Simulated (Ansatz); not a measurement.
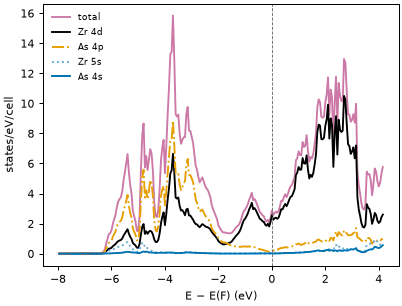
Total and projected density of states of ZrAs in space group P6_3/mmc (No. 194; Zr on 4f, As on 2a, As on 2d), the program Ansatz at the r²SCAN level (PAW)

Problem. Which orbitals carry the states next to the Fermi level?

Solution. Within 0.5 eV of the Fermi level: Zr 4d 85 %, As 4p 9 %. Projections are on Löwdin-orthogonalised atomic valence shells; empty p or d shells of many metals are not among them.

Problem. Where is the tallest occupied peak in this window, and what makes it?

Solution. Near -3.7 eV, about 16 states/eV per cell; the largest projected share is As 4p.

The workflow started from a Materials Project entry (that database holds measured and hypothetical structures alike); the Crystallography Open Database files this formula in space group No. 194, but the cells were not matched. Its standing as an ambient phase is unchecked. The r²SCAN relaxation kept the symmetry of its start; its stability against distortions is not shown here. No spin polarisation was allowed. Scalar-relativistic: spin–orbit coupling is off unless named, which matters more the heavier the elements.

Potentials: the later of the program's two PAW sets.
